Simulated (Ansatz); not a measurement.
## Single-point calculation, with input and output: C₄H₆O

- system: C₄H₆O, SMILES C#CCOC
- method: RKS B3LYP-D4/def2-TZVPP (Ansatz 0.2.0)

The geometry comes from this level: PBE0-D4/def2-TZVP. Figures and captions count atoms from 1; the log counts them from 0 in places.

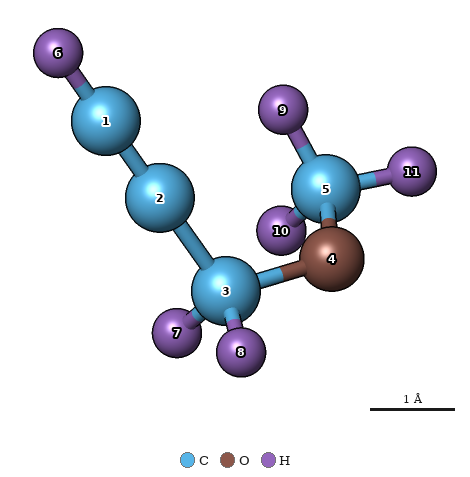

**Figure 1.** The structure as given in the input (ball-and-stick view, seen at a tilt; atoms are numbered from 1 in the order of the input).

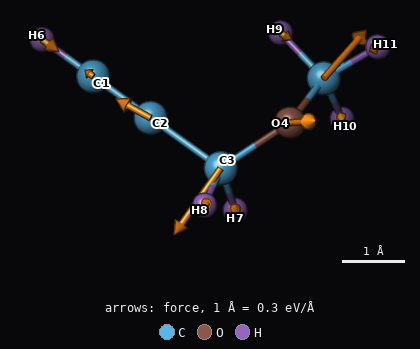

**Figure 2.** Forces on the atoms as orange arrows (ball-and-stick view, seen at a tilt; atoms are numbered from 1 in the order of the input). The largest act on C3 (0.41 eV/Å); C5 (0.40 eV/Å); O4 (0.28 eV/Å); C2 (0.20 eV/Å). The geometry is not a stationary point of this energy.

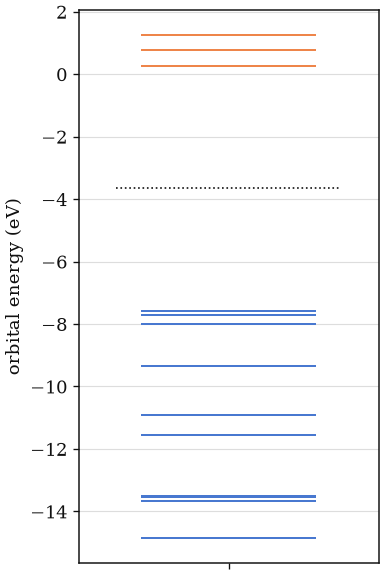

**Figure 3.** Orbital energies near the frontier; the dotted line parts filled from empty levels, and levels within 0.02 eV of each other stand side by side. Highest filled −7.58 eV, lowest empty 0.26 eV, 7.84 eV apart.

The input and output of the run follow.

**Input**
```yaml
crystal:
  periodic: [false, false, false]
  atoms:
    - {symbol: C, position_ang: [-0.236032, 1.258788, 1.985618]}
    - {symbol: C, position_ang: [-0.038449, 0.276537, 1.325062]}
    - {symbol: C, position_ang: [0.201211, -0.915625, 0.513433]}
    - {symbol: O, position_ang: [0.814001, -0.648513, -0.719298]}
    - {symbol: C, position_ang: [-0.001299, 0.094470, -1.590412]}
    - {symbol: H, position_ang: [-0.405749, 2.128867, 2.574891]}
    - {symbol: H, position_ang: [-0.754045, -1.443345, 0.366783]}
    - {symbol: H, position_ang: [0.871107, -1.590865, 1.051561]}
    - {symbol: H, position_ang: [-0.238576, 1.082062, -1.177838]}
    - {symbol: H, position_ang: [-0.941355, -0.433709, -1.802350]}
    - {symbol: H, position_ang: [0.554285, 0.218232, -2.519451]}
basis:
  gaussian: {orbitals: def2-TZVPP}
hamiltonian: {xc: {name: B3LYP}, dispersion: d4}
output: {forces: true, orbitals: {seedname: orbitals}}
```

Launched with:
```bash
ansatz run in.yaml --threads 4 --pin off --events-out ev --progress --plain --max-ram 10444MiB
```

**Log**
```
Functional definition: B3LYP
  name "B3LYP"
  cite "Stephens, Devlin, Chabalowski & Frisch, J. Phys. Chem. 98, 11623 (1994) doi:10.1021/j100096a001"
  cite "Becke, Phys. Rev. A 38, 3098 (1988) doi:10.1103/PhysRevA.38.3098"
  cite "Lee, Yang & Parr, Phys. Rev. B 37, 785 (1988) doi:10.1103/PhysRevB.37.785"
  cite "Vosko, Wilk & Nusair, Can. J. Phys. 58, 1200 (1980) doi:10.1139/p80-159"
  parameter a0 = 0.2
  parameter ax = 0.72
  parameter ac = 0.81
  exchange = (1 - a0 - ax)*slater_x + ax*b88_x + a0*exact_x
  correlation = (1 - ac)*vwn_rpa_c + ac*lyp_c
1225 factors; their error is unknown
mean field evaluation 1: about -6284.3311 eV, gradient 6.2e1 eV
mean field evaluation 2: about -6281.1893 eV, gradient 7.2e1 eV
mean field evaluation 4: about -6292.9319 eV, gradient 6.3e0 eV
mean field evaluation 8: about -6293.0110 eV, gradient 6.2e-1 eV
mean field evaluation 16: about -6293.0115 eV, gradient 4.6e-5 eV
mean field -6293.01148112 eV, -231.2639063747 hartree, gradient 4.6e-5 eV, S^2 0.000000; 0 other end points of the search recorded, 0 dependent functions left out
the calculation of the forces begins
reference -6293.01175514 eV, -231.2639164450 hartree; 19, 19 occupied and 220, 220 virtual orbitals, 1225 factors
Total energy: -6293.30266377 eV, -231.2746071400 hartree
Atom 0 at    -0.236032     1.258788     1.985618 Å, force    -0.007291     0.047662     0.031021 eV/Å
Atom 1 at    -0.038449     0.276537     1.325062 Å, force    -0.032512     0.151488     0.133184 eV/Å
Atom 2 at     0.201211    -0.915625     0.513433 Å, force    -0.087967    -0.240114     0.315005 eV/Å
Atom 3 at     0.814001    -0.648513    -0.719298 Å, force     0.246762    -0.084722    -0.088090 eV/Å
Atom 4 at    -0.001299     0.094470    -1.590412 Å, force    -0.153646     0.210274    -0.300463 eV/Å
Atom 5 at    -0.405749     2.128867     2.574891 Å, force     0.017215    -0.089413    -0.060709 eV/Å
Atom 6 at    -0.754045    -1.443345     0.366783 Å, force     0.052098     0.008151    -0.001392 eV/Å
Atom 7 at     0.871107    -1.590865     1.051561 Å, force    -0.042490     0.022087    -0.035866 eV/Å
Atom 8 at    -0.238576     1.082062    -1.177838 Å, force     0.008817    -0.053892    -0.042753 eV/Å
Atom 9 at    -0.941355    -0.433709    -1.802350 Å, force     0.039060     0.028516     0.006021 eV/Å
Atom 10 at     0.554285     0.218232    -2.519451 Å, force    -0.040047    -0.000037     0.044042 eV/Å
Dipole moment:    -0.226286     0.039371     0.001405 e Å
```

**Key numbers**

```csv
quantity,value
outcome,converged
total energy,−6293.3027 eV
mean-field energy,−6293.0118 eV
dispersion energy,−0.2909 eV
SCF solution under orbital rotations,stable
HOMO,−7.58 eV
LUMO,0.26 eV
largest force (length of the vector),0.406 eV/Å
dipole moment,1.10 D
hardware,"4 threads of AMD EPYC, 23 GiB of memory available, shared host"
wall time,2.9 s (CPU time 10 s)
peak memory,0.59 GiB
```
